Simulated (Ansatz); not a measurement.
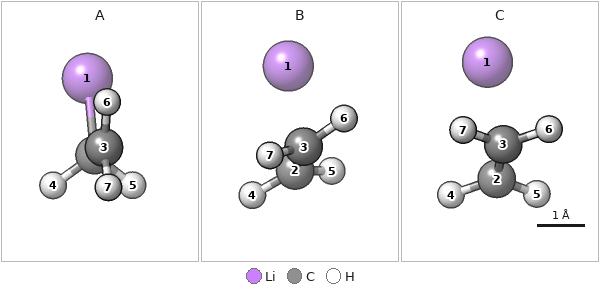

3 geometries from a converged minimum-energy path of C2H4Li (multiplicity 2), made up of Li and C2H4, shuffled. Style: ball-and-stick. Shown from a free direction.

Method: UKS PBE0-D4/def2-SVP in Ansatz 0.2.0. Settings: 5 movable images; climbing image; force threshold 0.05 eV/Å; iteration limit 60; starting path through a guess of the saddle point.

Question: One of them is the converged climbing image. Which?

Answer: A. In order along the path, whose images run from 0 to 6: C (image 0, 0.0 kcal/mol), B (image 1, +2.1 kcal/mol), A (image 3, +24.7 kcal/mol). The motion is a rotation about the C2–C3 bond by about 180°. No bond forms or breaks between the ends, but on the way Li1–C2 closes (2.82 → 1.99 Å at the highest image). Among the angles between lasting bonds that change up to the highest image: H4–C2–H5 116.6° → 101.1°, C3–C2–H4 121.7° → 108.6°.

Limits of the set-up: the start holds two separate molecules, 2.8 Å apart at their closest, whose relative position is a soft coordinate.
